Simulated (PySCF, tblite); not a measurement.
# C5H6F2: magnetic properties

Aim: compute the magnetic properties of C5H6F2 (`FC[C@H]1C=C(F)C1`).

Programs: tblite 0.8.0 and PySCF 2.14.0, with routines of our own; each step states its level. All values are computed. Atoms count from 0.

## (1) The starting structure

13 atoms, charge 0, multiplicity 1; geometry from: force field or distance geometry start.

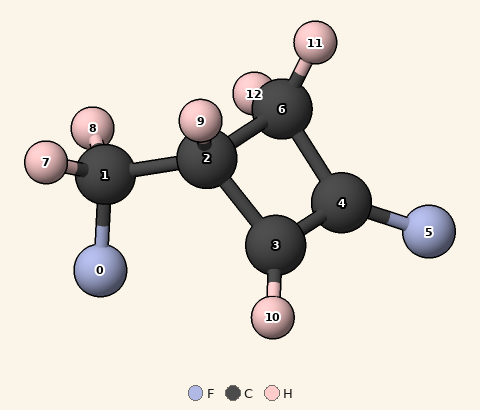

The starting geometry (fluorine light blue, carbon dark grey, hydrogen pink).

## (2) Optimising the geometry with GFN2-xTB, one coordinate held

The job: settings as JSON, then the geometry in Å.

```
{"job": {"kind": "relax", "xc": "GFN2-xTB", "basis": "xTB"}, "charge": 0, "multiplicity": 1}
F     -2.097100    -1.221000     0.582500
C     -1.583700     0.022200     0.353900
C     -0.322300    -0.155800    -0.480300
C      0.026500    -1.567000    -0.881000
C     -0.103300    -1.347000    -2.184200
F      0.053100    -2.119900    -3.280500
C     -0.514900     0.102500    -2.002200
H     -1.364200     0.477600     1.341300
H     -2.329000     0.613500    -0.152700
H      0.497400     0.421600    -0.052300
H      0.305500    -2.453600    -0.299900
H      0.160300     0.847800    -2.414000
H     -1.539800     0.350200    -2.305100
```

On the command line:

```sh
OMP_NUM_THREADS=1 python excited_run.py task.json out
```

This one command runs all jobs of the session in turn.

Log:

```text
step      E/eV     max force
  0    -630.46907    1.357
  1    -630.51724    0.571
  2    -630.53421    0.602
  3    -630.54637    0.323
  4    -630.55376    0.259
  5    -630.56003    0.233
  6    -630.56246    0.211
  7    -630.56393    0.150
  8    -630.56490    0.144
  9    -630.56550    0.143
 10    -630.56583    0.143
 11    -630.56609    0.149
 12    -630.56632    0.165
 13    -630.56649    0.169
 14    -630.56659    0.155
 15    -630.56666    0.140
 16    -630.56672    0.130
 17    -630.56678    0.123
 18    -630.56685    0.127
 19    -630.56691    0.144
 20    -630.56696    0.156
 21    -630.56699    0.160
 22    -630.56701    0.154
 23    -630.56702    0.145
 24    -630.56703    0.138
```

Wall time 0.16 s (1 thread of Intel Xeon Platinum 8375C at 2.90GHz, shared host).

One coordinate is held by a constraint (a dihedral, as typed in the start), so the force along it need not vanish.

Relaxation path:

| step | energy from step 0 (eV) | largest force (eV/Å) |
| --- | --- | --- |
| 0 | 0.0000 | 1.3571 |
| 1 | -0.0482 | 0.5707 |
| 2 | -0.0651 | 0.6017 |
| 3 | -0.0773 | 0.3229 |
| 4 | -0.0847 | 0.2594 |
| 5 | -0.0910 | 0.2328 |
| 6 | -0.0934 | 0.2115 |
| 7 | -0.0949 | 0.1502 |
| 8 | -0.0958 | 0.1443 |
| 9 | -0.0964 | 0.1427 |
| 10 | -0.0968 | 0.1426 |
| 11 | -0.0970 | 0.1494 |
| 12 | -0.0973 | 0.1649 |
| 13 | -0.0974 | 0.1689 |
| 14 | -0.0975 | 0.1555 |
| 15 | -0.0976 | 0.1397 |
| 16 | -0.0977 | 0.1299 |
| 17 | -0.0977 | 0.1232 |
| 18 | -0.0978 | 0.1275 |
| 19 | -0.0978 | 0.1437 |
| 20 | -0.0979 | 0.1563 |
| 21 | -0.0979 | 0.1598 |
| 22 | -0.0979 | 0.1544 |
| 23 | -0.0979 | 0.1449 |
| 24 | -0.0980 | 0.1377 |

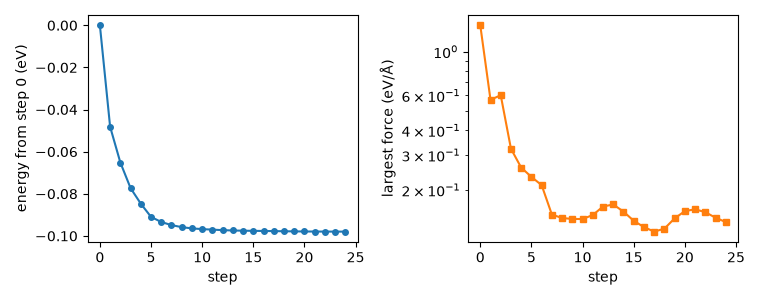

Energy and force, step by step.

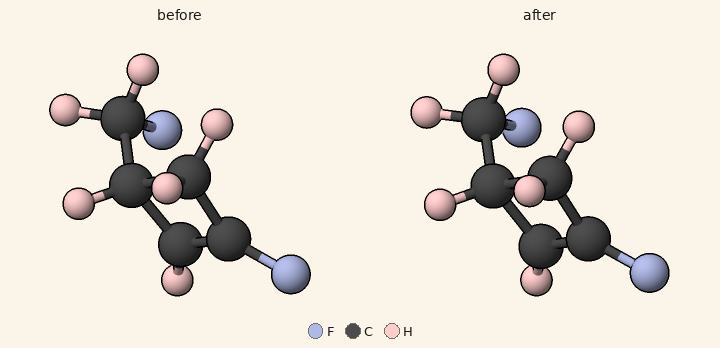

Before and after, at one scale.

Close pairs (by a distance rule), those that changed most:

| bond | before (Å) | after (Å) | change (Å) |
| --- | --- | --- | --- |
| C3–H10 | 1.096 | 1.071 | -0.025 |
| C4–C6 | 1.518 | 1.496 | -0.022 |
| C4–F5 | 1.350 | 1.334 | -0.017 |
| C1–H8 | 1.078 | 1.094 | +0.017 |
| C1–H7 | 1.109 | 1.095 | -0.014 |
| C2–C3 | 1.508 | 1.519 | +0.011 |
| C6–H12 | 1.097 | 1.088 | -0.009 |
| C1–C2 | 1.523 | 1.531 | +0.008 |

The end geometry stands in the next job.

## (3) Magnetic properties: GIAO HF/pcSseg-1

The job: settings as JSON, then the geometry in Å.

```
{"job": {"kind": "mag", "xc": "HF", "basis": "pcSseg-1", "isotopologues": 0}, "charge": 0, "multiplicity": 1}
F     -2.153476    -1.213299     0.642925
C     -1.582242     0.003029     0.366116
C     -0.327748    -0.155481    -0.496697
C      0.042942    -1.578830    -0.875649
C     -0.110509    -1.332469    -2.167694
F      0.046942    -2.055057    -3.277374
C     -0.503859     0.103621    -2.025699
H     -1.345524     0.449845     1.337253
H     -2.348697     0.601899    -0.135478
H      0.497188     0.411788    -0.064377
H      0.306245    -2.429260    -0.280417
H      0.187480     0.825859    -2.456964
H     -1.519055     0.339568    -2.338551
```

Level: GIAO HF/pcSseg-1 magnetisability, rotational g tensor and spin-rotation constants, non-relativistic, gas phase.

Log:

```text
final grid: 111480 points
cycle   1  E = -391.4410660464  dE =  1.709e+00  |g| = 7.300e-01  |ddm| = 3.147e+00
cycle   2  E = -391.5446659381  dE = -1.036e-01  |g| = 4.180e-01  |ddm| = 7.031e-01
cycle   3  E = -391.5733549097  dE = -2.869e-02  |g| = 7.625e-02  |ddm| = 2.865e-01
cycle   4  E = -391.5751870497  dE = -1.832e-03  |g| = 1.748e-02  |ddm| = 9.126e-02
cycle   5  E = -391.5752984866  dE = -1.114e-04  |g| = 5.284e-03  |ddm| = 2.720e-02
cycle   6  E = -391.5753108636  dE = -1.238e-05  |g| = 1.895e-03  |ddm| = 8.857e-03
cycle   7  E = -391.5753130404  dE = -2.177e-06  |g| = 8.153e-04  |ddm| = 3.745e-03
cycle   8  E = -391.5753133590  dE = -3.186e-07  |g| = 2.438e-04  |ddm| = 1.409e-03
cycle   9  E = -391.5753134123  dE = -5.325e-08  |g| = 8.879e-05  |ddm| = 6.065e-04
cycle  10  E = -391.5753134186  dE = -6.320e-09  |g| = 2.950e-05  |ddm| = 2.213e-04
cycle  11  E = -391.5753134193  dE = -7.066e-10  |g| = 8.599e-06  |ddm| = 7.961e-05
converged SCF energy = -391.5753134193

Magnetisability tensor (1e-30 J/T^2)
     -975.64      -30.72       18.54
      -30.72     -959.28       15.40
       18.54       15.40     -939.25
isotropic -958.05   principal values   -1007.72   -935.81   -930.63
isotropic susceptibility -57.695 1e-6 cm^3/mol

Inertial axes            a          b          c
rot. const./GHz      5.8422     1.6307     1.4645
chi total           -57.093    -58.960    -57.034
chi diamagnetic    -290.515   -753.892   -835.092
chi paramagnetic    233.422    694.932    778.058
quadrupole/D A       -6.244      2.559      3.685
g nuclear            0.6055     0.5200     0.5224
g electronic        -0.6407    -0.5324    -0.5353
g total             -0.0352    -0.0124    -0.0129

Spin-rotation constants (kHz, H = +C I.J)
atom  isotope        aa         bb         cc
  0    19F       -0.789      0.749      0.180
  5    19F        4.702      1.794      1.308
  7     1H        0.015     -0.169     -0.067
  8     1H       -0.552     -0.140      0.045
  9     1H       -0.629     -0.098     -0.028
 10     1H       -0.622      0.035     -0.086
 11     1H       -0.474      0.016     -0.154
 12     1H       -0.591     -0.194      0.048
  1    13C*       1.443      0.263      0.359
  2    13C*       0.957      0.218      0.202
  3    13C*       1.798      0.536      0.271
  4    13C*       2.230      0.661      0.365
  6    13C*       0.814      0.313      0.237
* in the singly substituted isotopologue
```

It took 7.9 s on 1 thread of Intel Xeon Platinum 8375C at 2.90GHz, shared host; peak memory 0.76 GiB.

Key values:

| quantity | value |
| --- | --- |
| magnetisability | -958·10⁻³⁰ J/T² |
| molar susceptibility | -57.7·10⁻⁶ cm³/mol |
| rotational g (a, b, c) | -0.0352, -0.0124, -0.0129 |

## (4) Outcome

| quantity | value |
| --- | --- |
| magnetisability (step 3, GIAO HF/pcSseg-1) | -958·10⁻³⁰ J/T² |
| molar susceptibility (step 3, GIAO HF/pcSseg-1) | -57.7·10⁻⁶ cm³/mol |
| rotational g (a, b, c) (step 3, GIAO HF/pcSseg-1) | -0.0352, -0.0124, -0.0129 |

The values above hold for this geometry and these levels alone. Vibrational averaging and real surroundings are missing from these values.
